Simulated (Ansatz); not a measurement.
Redistribution: C2H7BO + BH(CH3)(SH) → C2H7BS + BH(CH3)(OH)

Species: C2H7BO `CCBO`, singlet; BH(CH3)(SH), singlet; C2H7BS `CCBS`, singlet; BH(CH3)(OH), singlet. The partners trade OH for SH; both sit on B, so the bond types are kept.

Shapes, held fixed at every level: PBE0-D4/def2-TZVP. Flexible molecules stand in one conformer, not always the lowest. Programs: Ansatz 0.2.0. The zero-point and thermal change to 298 K, harmonic and unscaled (PBE0-D4/def2-TZVP), is 0.0 kJ/mol.

| level | kind | ΔH(298 K) (kJ/mol) | less CCSD(T)/CBS estimate |
| --- | --- | --- | --- |
| SPW92/def2-TZVPP | LDA | -4.0 | -0.1 |
| PBE-D4/def2-TZVPP | GGA | -4.0 | -0.1 |
| wB97M-V/def2-TZVPP | range-separated hybrid | -3.6 | +0.3 |
| B2PLYP/def2-TZVPP | double hybrid | -3.8 | +0.1 |
| MP2/def2-SVP | perturbation theory | -5.0 | -1.1 |
| CCSD/def2-SVP | coupled cluster or CI | -4.6 | -0.7 |
| CCSD/def2-TZVPP | coupled cluster or CI | -3.8 | +0.1 |
| CCSD(T)/CBS estimate | coupled cluster or CI | -3.9 | 0.0 |

The highest level, CCSD(T)/CBS estimate, gives ΔH(298 K) = -3.9 kJ/mol; the levels span -5.0 to -3.6. That is about zero within the method's error. The column of differences is taken from that level and isn't an error. No measured value is set beside it here. The CBS estimate extrapolates MP2 from def2-TZVPP and def2-QZVPP and adds CCSD(T) − MP2 in the triple-zeta set, cores frozen.

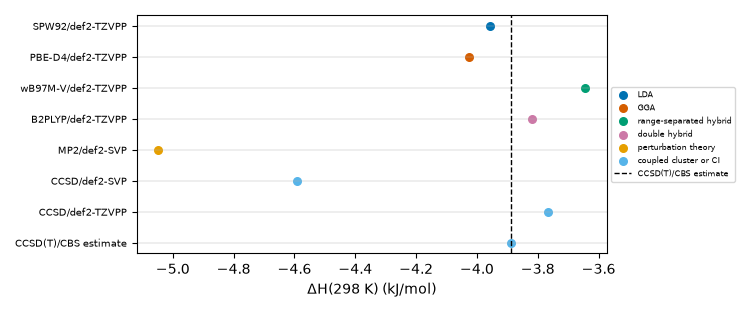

The values of the table, level by level.
